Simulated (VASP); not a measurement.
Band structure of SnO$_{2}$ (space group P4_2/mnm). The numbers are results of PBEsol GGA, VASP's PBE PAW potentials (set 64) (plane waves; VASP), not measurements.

Unless said otherwise, spin-orbit coupling is left out, though it shifts the bands of the heavy elements here.

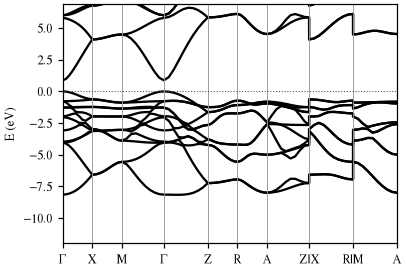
*Bands along high-symmetry lines, zero at the valence-band maximum or, without a gap, the Fermi level*

**Question.** Read the plot: is there a gap, and where are the band edges?

**Answer.** The gap is direct, 0.88 eV, from the valence maximum at Γ to the conduction minimum at Γ. (Edges off the drawn lines would not show.)

The structure comes from a measured SnO2 entry (P4_2/mnm) of the Crystallography Open Database, whose conditions weren't checked. It was relaxed first.
